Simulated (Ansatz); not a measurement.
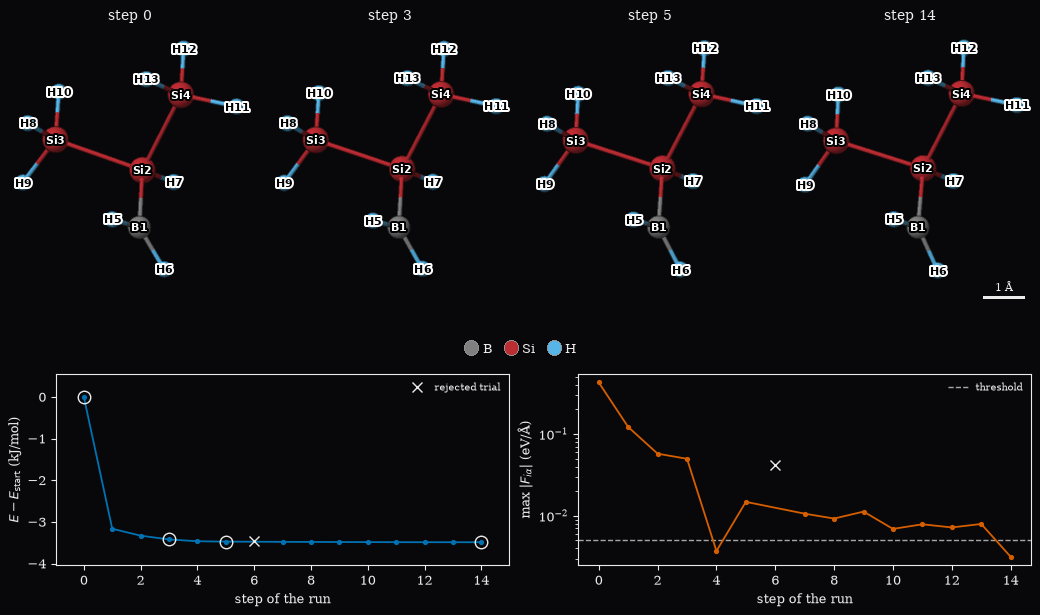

Frames of a relaxation of BSi₃H₉, marked on the history of the run. The picture is a ball-and-stick view, seen at a tilt.

The start comes from PBE-D4/def2-SVP.

Computed with Ansatz, RKS PBE0-D4/def2-TZVP.

The input:
```yaml
crystal:
  periodic: [false, false, false]
  atoms:
    - {symbol: B, position_ang: [-0.323384, 1.873983, -1.061856]}
    - {symbol: Si, position_ang: [0.483273, 0.096283, -0.660474]}
    - {symbol: Si, position_ang: [1.393832, 0.061679, 1.516197]}
    - {symbol: Si, position_ang: [-1.340315, -1.404182, -0.486142]}
    - {symbol: H, position_ang: [-1.079748, 2.359434, -0.240917]}
    - {symbol: H, position_ang: [-0.123561, 2.480709, -2.097114]}
    - {symbol: H, position_ang: [1.474944, -0.453733, -1.654913]}
    - {symbol: H, position_ang: [0.330079, 0.492359, 2.490346]}
    - {symbol: H, position_ang: [2.571756, 0.991256, 1.642217]}
    - {symbol: H, position_ang: [1.842875, -1.332124, 1.868117]}
    - {symbol: H, position_ang: [-2.124802, -1.483905, -1.768129]}
    - {symbol: H, position_ang: [-0.830081, -2.779823, -0.146933]}
    - {symbol: H, position_ang: [-2.254369, -0.936537, 0.614301]}
basis:
  gaussian: {orbitals: def2-TZVP}
hamiltonian: {xc: pbe0, dispersion: d4}
relax: {f_tol: 0.005, max_steps: 150}
```

Launched with:
```bash
ansatz run in.yaml --threads 4 --pin off --events-out ev --progress --plain --max-ram 10444MiB
```

What happens along the run?

After 13 accepted moves (14 points after the start) the energy has fallen by 3.49 kJ/mol. The largest force component goes from 0.43 to 0.0032 eV/Å. The line search rejected the trial step at point 6 of the run. The forces were under the threshold at step 4, but the run went on from there. H6 moves most after the best rigid fit: 0.19 Å. Largest moves by element: H 0.19 Å, Si 0.06 Å, B 0.04 Å. Among the contacts that change: Si2–Si4 2.368 → 2.345 Å, B1–H6 1.216 → 1.195 Å, B1–H5 1.217 → 1.197 Å, Si2–H7 1.508 → 1.491 Å. Bond angles that change, for instance: B1–Si2–Si4 105.6° → 108.4°, B1–Si2–Si3 110.8° → 108.5°. From step 0 to 3: H6 moves most (0.07 Å), energy −3.42 kJ/mol. From step 3 to 5: H6 moves most (0.06 Å), energy −0.05 kJ/mol. From step 5 to 14: H6 moves most (0.08 Å), energy −0.01 kJ/mol.
